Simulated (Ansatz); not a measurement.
```tsv
atom	x (Å)	y (Å)	z (Å)
Al	0.0074	-0.0278	0.0363
H	0.0132	0.2199	1.6614
H	1.3941	0.1466	-0.7141
H	-1.3968	0.0773	-0.6941
F	0.0587	-1.9284	0.8286
H	0.0511	-1.3862	1.6239
```

Method: Ansatz, RKS PBE0/def2-SVP.

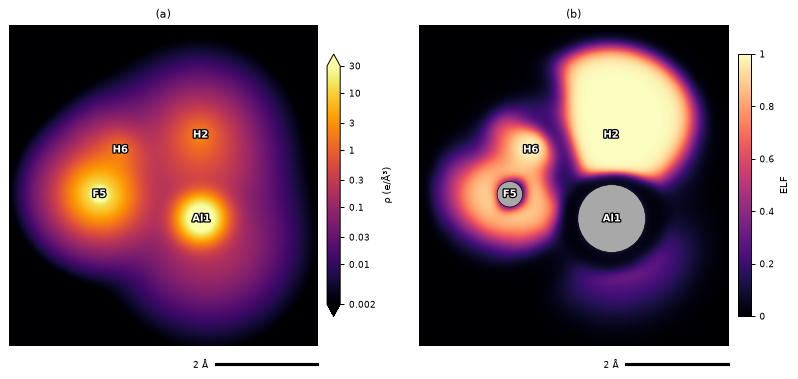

AlFH4. (a) electron density; (b) ELF on the plane of atoms H2, Al1 and F5. Grey discs cover the atomic cores in the ELF map.

Interpret the plot.

Answer.
- The section cuts through Al, H and F sites.
- Al–F (2.06 Å): the density is about 0.3 e/Å³ at the midpoint; the ELF is about 0.25 at the midpoint.
- F–H (0.96 Å): ρ at the midpoint is about 4.3 e/Å³; the ELF climbs to about 0.95 towards the hydrogen, as it does in any bond to H; a covalent bond by its length.
- The ELF also peaks beside F5, away from the bonds: lone-pair regions.
